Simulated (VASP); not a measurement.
```
ZrB
1.0
    2.99494     0.00000     0.00000
    0.00000     2.99494     0.00000
    0.00000     0.00000     2.99494
Zr B
1 1
Direct
  0.00000   0.00000   0.00000
  0.50000   0.50000   0.50000
```

Level of theory: PBEsol GGA, VASP's PBE PAW potentials (set 64) (plane waves; VASP). Numerical set-up: 520 eV cut-off, 14×14×14 Γ-centred mesh, tetrahedra with Blöchl corrections, potentials Zr_sv B.

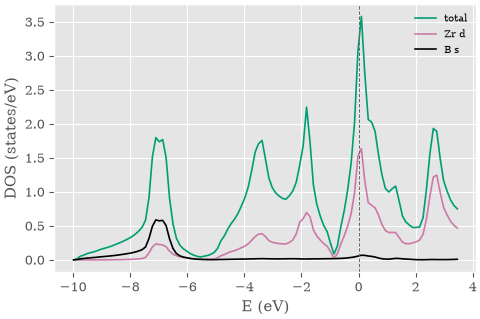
Fig. 1. Total and projected density of states, zero at the Fermi level

Within 2 eV below the Fermi level the largest weight inside VASP's projection spheres is Zr d, then B p.

It has no gap at this level: it comes out as a metal or semimetal.

The structure was generated: ZrB was put into the CsCl type type (Pm-3m), which need not be its known phase. It was relaxed first, which changed the volume by -30 %. The electron count is odd and the run is not spin-polarised, which forces a metal.
